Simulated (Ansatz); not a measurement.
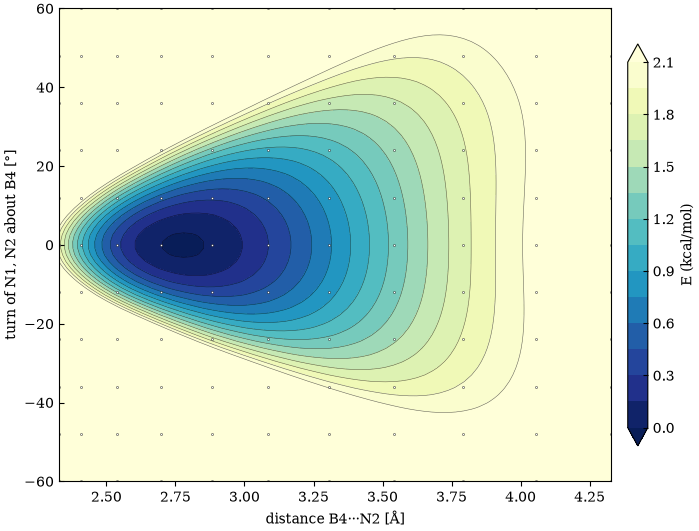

The pair N₂···BF₃. The turn is about an axis along (0.74, −0.67, −0.07) in the frame of the relaxed pair, normal to the line between the partners. First axis: distance B4···N2. Second axis: turn of N1, N2 about B4. Grid: 11 × 11 points. Points are written as (first, second). All energies are given in kcal/mol relative to the lowest grid point. Level of theory: RKS PBE0-D4/def2-SVPD in Ansatz.

The picture shows filled contours, dots at the grid points, one colour for all values above the top of the scale. Between grid points the surface is interpolated.

Estimate the position of the minimum and the force constants in these coordinates.

The interpolated minimum is at distance B4···N2 ≈ 2.773 Å, turn of N1, N2 about B4 ≈ 0°. The curvatures there are about 0.43 eV/Å² and 0.85 eV/rad², with a cross term of about 0 eV/(Å·rad). Round the minimum the two coordinates are nearly uncoupled. (1 eV is 23.1 kcal/mol.)
